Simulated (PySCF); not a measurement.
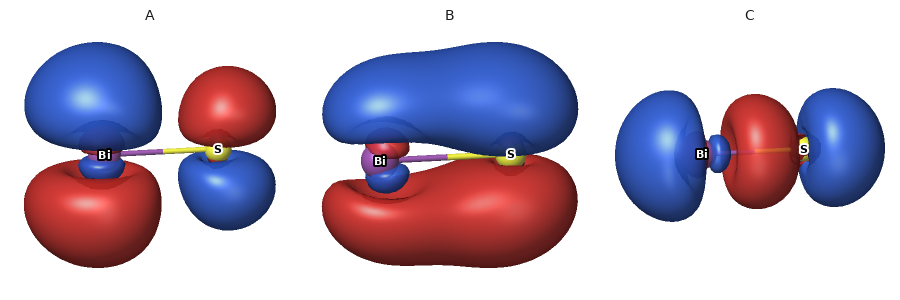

Figure 1: BiS (charge +1). Three frontier orbitals, each drawn at the value that holds 80 % of its norm (blue and red are the two phases), in no order; of a degenerate pair one member is drawn.

Core potentials replace the inner electrons of Bi.

Computed with PySCF 2.14.0, PBE0/def2-SVPD, non-relativistic Hamiltonian with scalar-relativistic core potentials where named, at a bond length of 2.251 Å.

**Name the orbitals and rank them from lowest to highest energy.**

Orbital C: σ, occupied, −14.95 eV; shared between the atoms (Bi 40 %, S 60 %).
Orbital B: π, occupied, −14.18 eV; bonding, with no node between the atoms.
Orbital A: π, empty, −9.61 eV; mainly on Bi (70 %).
